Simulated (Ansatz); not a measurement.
Geometry relaxation, with input and output: AlNH2F2

- system: AlNH2F2, SMILES [NH2][Al]([F])[F]
- method: RKS PBE-D4/def2-SVP (Ansatz 0.2.0)

The geometry: force-field start.

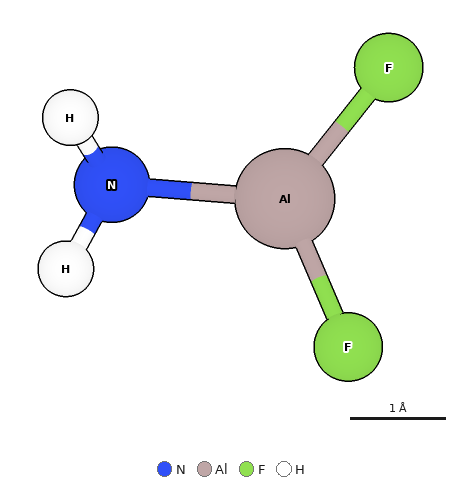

**Figure 1.** The structure as given in the input (ball-and-stick view, seen on its broad side). Sticks mark near contacts. Bond lengths as drawn: Al–F 1.77 Å, Al–N 1.85 Å and H–N 1.03 to 1.07 Å.

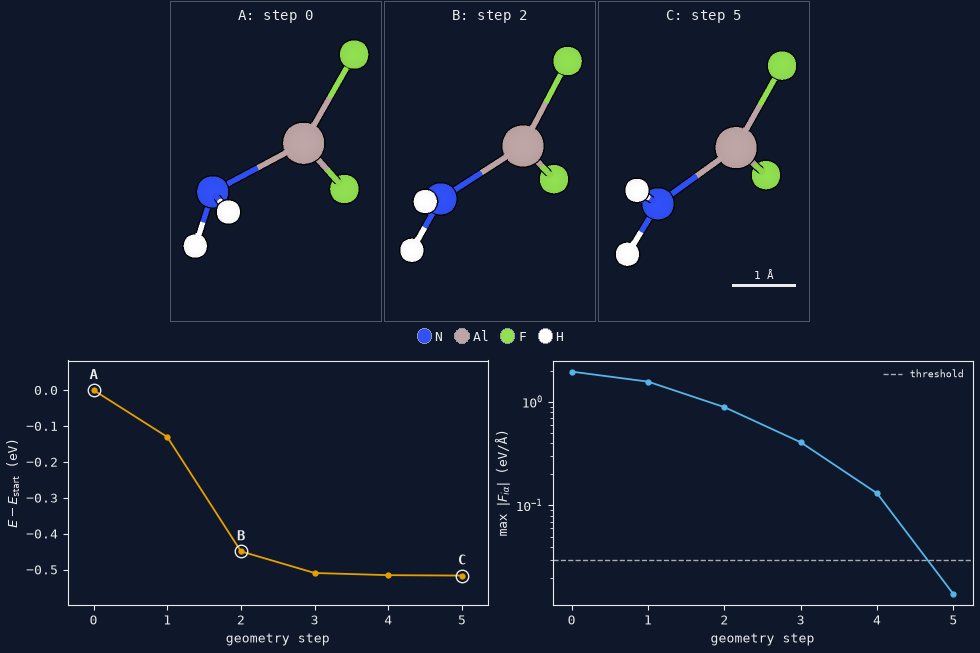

**Figure 2.** Frames of the relaxation (ball-and-stick view, seen at a tilt) above the curves, on which the letters mark them (the first geometry is step 0 here and step 1 in the log).

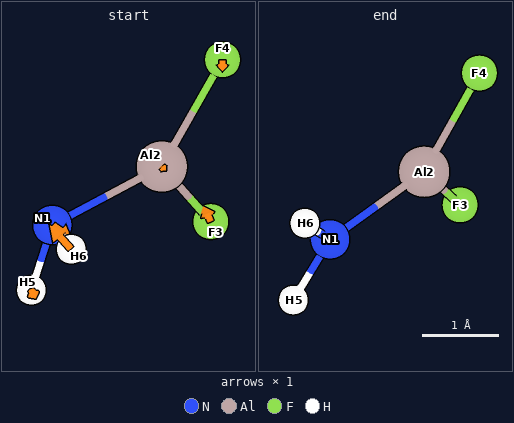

**Figure 3.** Before (left) and after (right) the relaxation, at one scale (ball-and-stick view, seen at a tilt). The orange arrows give the displacements, at true length. The energy falls by 0.517 eV in 5 geometry steps. The largest force component goes from 2 to 0.014 eV/Å. H6 moves most after the best rigid fit: 0.47 Å. Largest moves by element: H 0.47 Å, N 0.34 Å, F 0.26 Å, Al 0.10 Å. Among the contacts that change: Al2–F3 1.769 → 1.669 Å, N1–Al2 1.848 → 1.762 Å, N1–H6 1.074 → 1.021 Å, N1–H5 1.032 → 1.021 Å. Among the angles that change: Al2–N1–H5 111.2° → 124.5°, H5–N1–H6 103.9° → 110.8°. (Atoms are counted from 1 in the order of the input.)

The input and output of the run follow.

### Input
```yaml
crystal:
  periodic: [false, false, false]
  atoms:
    - {symbol: N, position_ang: [-0.669400, 0.876800, -0.018900]}
    - {symbol: Al, position_ang: [0.207200, -0.743200, 0.130000]}
    - {symbol: F, position_ang: [1.661700, -0.846100, 1.132300]}
    - {symbol: F, position_ang: [-0.320600, -2.187100, -0.739900]}
    - {symbol: H, position_ang: [-0.166100, 1.621900, 0.488500]}
    - {symbol: H, position_ang: [-0.670800, 1.213600, -1.038200]}
basis:
  gaussian: {orbitals: def2-SVP}
hamiltonian: {xc: pbe, dispersion: d4}
relax: {f_tol: 0.03, max_steps: 200}
```

Run as:
```bash
ansatz run in.yaml --threads 4 --pin off --events-out ev --progress --plain --max-ram 10444MiB
```

### What the program printed
```
Functional definition: PBE
  name "PBE"
  cite "Perdew, Burke & Ernzerhof, Phys. Rev. Lett. 77, 3865 (1996) doi:10.1103/PhysRevLett.77.3865"
  parent pbe
  parameter kappa = 0.804
  parameter beta = 0.06672455060314922
  exchange = pbe_x(kappa = kappa, mu = beta*pi^2/3)
  correlation = pbe_c(beta = beta)
777 factors; their error is unknown
mean field evaluation 1: about -13527.6925 eV, gradient 7.9e1 eV
mean field evaluation 2: about -13475.0176 eV, gradient 1.6e2 eV
mean field evaluation 4: about -13538.5953 eV, gradient 2.1e1 eV
mean field evaluation 8: about -13539.4155 eV, gradient 1.2e-1 eV
mean field evaluation 16: about -13539.3674 eV, gradient 2.1e-5 eV
mean field -13539.36741879 eV, -497.5625753278 hartree, gradient 2.1e-5 eV, S^2 0.000000; 0 other end points of the search recorded, 0 dependent functions left out
the calculation of the forces begins
reference -13539.36745672 eV, -497.5625767215 hartree; 20, 20 occupied and 50, 50 virtual orbitals, 777 factors
relax step   1: F+E_penalty+E_count = -13539.44978161 eV  Δ(F+E_penalty+E_count) = +0.000e0 eV  max|allowed force component| = 1.956e0 eV/Å  Δτ_max = 0.0000 Å  (25 SCF iters, accepted)
these checks for a lower state are left out or cut short: starts, cluster_reference, orbital_swaps, neighbouring_geometries, increment
777 factors; their error is unknown
mean field -13539.49692765 eV, -497.5673346904 hartree, gradient 2.3e-5 eV, S^2 0.000000; 0 other end points of the search recorded, 0 dependent functions left out
the calculation of the forces begins
reference -13539.49696540 eV, -497.5673360777 hartree; 20, 20 occupied and 50, 50 virtual orbitals, 777 factors
relax step   2: F+E_penalty+E_count = -13539.58006770 eV  Δ(F+E_penalty+E_count) = -1.303e-1 eV  max|allowed force component| = 1.566e0 eV/Å  Δτ_max = 0.1947 Å  (32 SCF iters, accepted)
these checks for a lower state are left out or cut short: starts, cluster_reference, orbital_swaps, neighbouring_geometries, increment
777 factors; their error is unknown
mean field evaluation 32: about -13539.8145 eV, gradient 1.7e-5 eV
mean field -13539.81449270 eV, -497.5790049910 hartree, gradient 1.7e-5 eV, S^2 0.000000; 0 other end points of the search recorded, 0 dependent functions left out
the calculation of the forces begins
reference -13539.81453096 eV, -497.5790063967 hartree; 20, 20 occupied and 50, 50 virtual orbitals, 777 factors
relax step   3: F+E_penalty+E_count = -13539.89888265 eV  Δ(F+E_penalty+E_count) = -3.188e-1 eV  max|allowed force component| = 8.889e-1 eV/Å  Δτ_max = 0.1997 Å  (31 SCF iters, accepted)
these checks for a lower state are left out or cut short: starts, cluster_reference, orbital_swaps, neighbouring_geometries, increment
777 factors; their error is unknown
mean field -13539.87415541 eV, -497.5811975549 hartree, gradient 1.6e-5 eV, S^2 0.000000; 0 other end points of the search recorded, 0 dependent functions left out
the calculation of the forces begins
reference -13539.87419326 eV, -497.5811989458 hartree; 20, 20 occupied and 50, 50 virtual orbitals, 777 factors
relax step   4: F+E_penalty+E_count = -13539.95911530 eV  Δ(F+E_penalty+E_count) = -6.023e-2 eV  max|allowed force component| = 4.071e-1 eV/Å  Δτ_max = 0.2000 Å  (31 SCF iters, accepted)
these checks for a lower state are left out or cut short: starts, cluster_reference, orbital_swaps, neighbouring_geometries, increment
777 factors; their error is unknown
mean field -13539.88015818 eV, -497.5814181526 hartree, gradient 1.8e-5 eV, S^2 0.000000; 0 other end points of the search recorded, 0 dependent functions left out
the calculation of the forces begins
reference -13539.88019614 eV, -497.5814195476 hartree; 20, 20 occupied and 50, 50 virtual orbitals, 777 factors
relax step   5: F+E_penalty+E_count = -13539.96520000 eV  Δ(F+E_penalty+E_count) = -6.085e-3 eV  max|allowed force component| = 1.311e-1 eV/Å  Δτ_max = 0.0640 Å  (27 SCF iters, accepted)
these checks for a lower state are left out or cut short: starts, cluster_reference, orbital_swaps, neighbouring_geometries, increment
777 factors; their error is unknown
mean field -13539.88131061 eV, -497.5814605037 hartree, gradient 1.7e-5 eV, S^2 0.000000; 0 other end points of the search recorded, 0 dependent functions left out
the calculation of the forces begins
reference -13539.88134858 eV, -497.5814618990 hartree; 20, 20 occupied and 50, 50 virtual orbitals, 777 factors
relax step   6: F+E_penalty+E_count = -13539.96630263 eV  Δ(F+E_penalty+E_count) = -1.103e-3 eV  max|allowed force component| = 1.397e-2 eV/Å  Δτ_max = 0.0111 Å  (27 SCF iters, accepted)
777 factors; their error is unknown
mean field evaluation 64: about -13539.9243 eV, gradient 3.4e-2 eV
mean field -13539.88131061 eV, -497.5814605037 hartree, gradient 1.7e-5 eV, S^2 0.000000; 1 other end points of the search recorded, 0 dependent functions left out
the calculation of the forces begins
reference -13539.88134858 eV, -497.5814618990 hartree; 20, 20 occupied and 50, 50 virtual orbitals, 777 factors
Total energy: -13539.96634060 eV, -497.5845852981 hartree
Atom 0 at    -0.356177     0.878293    -0.158913 Å, force     0.007790    -0.013969     0.005928 eV/Å
Atom 1 at     0.302020    -0.732734     0.114120 Å, force    -0.001760     0.002720    -0.000648 eV/Å
Atom 2 at     1.479030    -0.988963     1.269244 Å, force    -0.001328     0.001257    -0.000430 eV/Å
Atom 3 at    -0.236410    -2.037868    -0.775811 Å, force     0.000017     0.001867    -0.000750 eV/Å
Atom 4 at    -0.071815     1.714213     0.353606 Å, force     0.001805     0.006806     0.001392 eV/Å
Atom 5 at    -1.074648     1.102959    -0.848446 Å, force    -0.006524     0.001319    -0.005492 eV/Å
Dipole moment:    -0.212581     0.519028    -0.087596 e Å
```

### Trajectory as extended XYZ (Å, eV, eV/Å), 6 frames, from step=1 to step=6
```
6
Properties=species:S:1:pos:R:3:forces:R:3 step=1 energy=-13539.44978
N    -0.6694    0.8768   -0.0189    0.8451  -0.3600  -1.4706
Al    0.2072   -0.7432    0.1300    0.8090  -0.9193  -0.0331
F     1.6617   -0.8461    1.1323   -1.9557  -0.0071  -1.2026
F    -0.3206   -2.1871   -0.7399    0.6804   1.9136   1.1961
H    -0.1661    1.6219    0.4885   -0.1006  -0.0802   0.0561
H    -0.6708    1.2136   -1.0382   -0.2782  -0.5470   1.4540
6
Properties=species:S:1:pos:R:3:forces:R:3 step=2 energy=-13539.58007
N    -0.6126    0.8591   -0.0222    0.6295  -0.0187  -1.5661
Al    0.3427   -0.6962   -0.0018   -0.0175  -1.2352   1.4199
F     1.5734   -0.9266    1.2295   -1.2809   0.3142  -1.5512
F    -0.3082   -2.1434   -0.6953    0.7410   1.3953   0.3945
H    -0.1161    1.6329    0.4468   -0.1279  -0.0324  -0.0141
H    -0.8371    1.2102   -1.0032    0.0558  -0.4231   1.3170
6
Properties=species:S:1:pos:R:3:forces:R:3 step=3 energy=-13539.89888
N    -0.4448    0.8410   -0.1290    0.0277   0.8889  -0.2552
Al    0.3014   -0.7607    0.1080   -0.1919   0.2281  -0.1296
F     1.5396   -0.9458    1.2265   -0.2600   0.0022  -0.1805
F    -0.2564   -2.1028   -0.7303    0.1496   0.2082   0.1437
H    -0.1207    1.6660    0.4125   -0.0526  -0.5864  -0.1490
H    -0.9770    1.2381   -0.9339    0.3272  -0.7410   0.5706
6
Properties=species:S:1:pos:R:3:forces:R:3 step=4 energy=-13539.95911
N    -0.3828    0.8752   -0.1443    0.0941  -0.4071  -0.0449
Al    0.2929   -0.7372    0.1022   -0.0442  -0.0116  -0.0070
F     1.4562   -0.9527    1.2828   -0.0285  -0.0413  -0.0691
F    -0.2159   -2.0554   -0.7948    0.0454   0.1184   0.0915
H    -0.0115    1.6896    0.3378   -0.0434   0.2371   0.0475
H    -1.0969    1.1164   -0.8299   -0.0233   0.1045  -0.0179
6
Properties=species:S:1:pos:R:3:forces:R:3 step=5 energy=-13539.96520
N    -0.3564    0.8740   -0.1578   -0.0517   0.1251  -0.0228
Al    0.2998   -0.7324    0.1127    0.0608  -0.1311   0.0263
F     1.4756   -0.9880    1.2700   -0.0093   0.0064  -0.0088
F    -0.2310   -2.0416   -0.7766   -0.0045   0.0173   0.0031
H    -0.0704    1.7133    0.3458    0.0614   0.0303   0.0751
H    -1.0758    1.1105   -0.8404   -0.0567  -0.0479  -0.0729
6
Properties=species:S:1:pos:R:3:forces:R:3 step=6 energy=-13539.96630
N    -0.3562    0.8783   -0.1589    0.0078  -0.0140   0.0059
Al    0.3020   -0.7327    0.1141   -0.0018   0.0027  -0.0006
F     1.4790   -0.9890    1.2692   -0.0013   0.0013  -0.0004
F    -0.2364   -2.0379   -0.7758    0.0000   0.0019  -0.0008
H    -0.0718    1.7142    0.3536    0.0018   0.0068   0.0014
H    -1.0746    1.1030   -0.8484   -0.0065   0.0013  -0.0055
```

### Results in brief

| quantity | value |
| --- | --- |
| outcome | converged |
| total energy | −13539.9663 eV |
| mean-field energy | −13539.8813 eV |
| dispersion energy | −0.0850 eV |
| SCF solution under orbital rotations | stable |
| largest force (length of the vector) at the end | 0.017 eV/Å |
| dipole moment | 2.73 D |
| hardware | 4 threads of Arm Neoverse V1, 23 GiB of memory available, shared host |
| wall time | 4 s (CPU time 13 s) |
| peak memory | 0.14 GiB |
